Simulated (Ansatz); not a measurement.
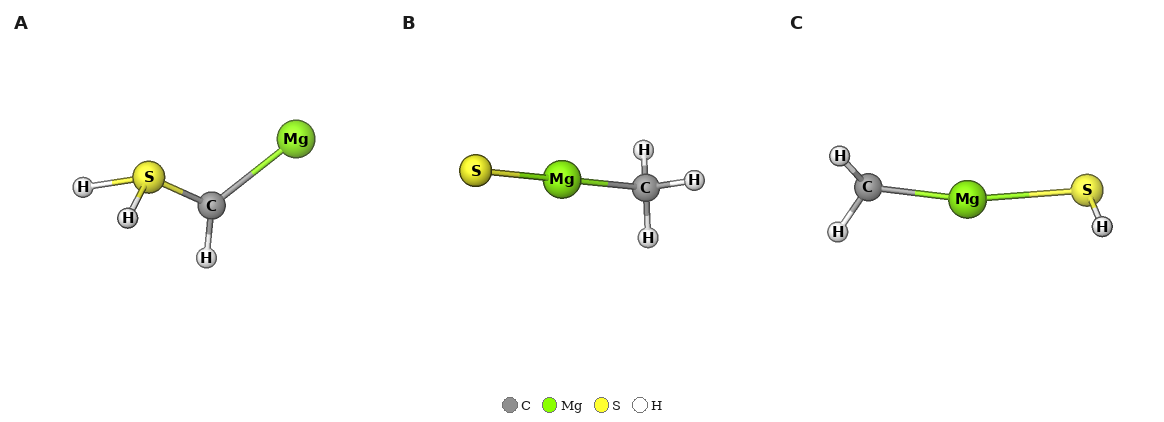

3 stationary structures of one formula. State: charge −1, singlet. Geometries: PBE0-D4/def2-TZVPD. Electronic energies: PBE-D4/def2-TZVPPD (Ansatz 0.2.0), without zero-point energy. No frequency run is at hand to confirm each as a minimum.

### Which is lowest in energy, and by how much?

B is lowest; C lies 188.8 kJ/mol above it, A lies 429.3 kJ/mol above it (Cs).
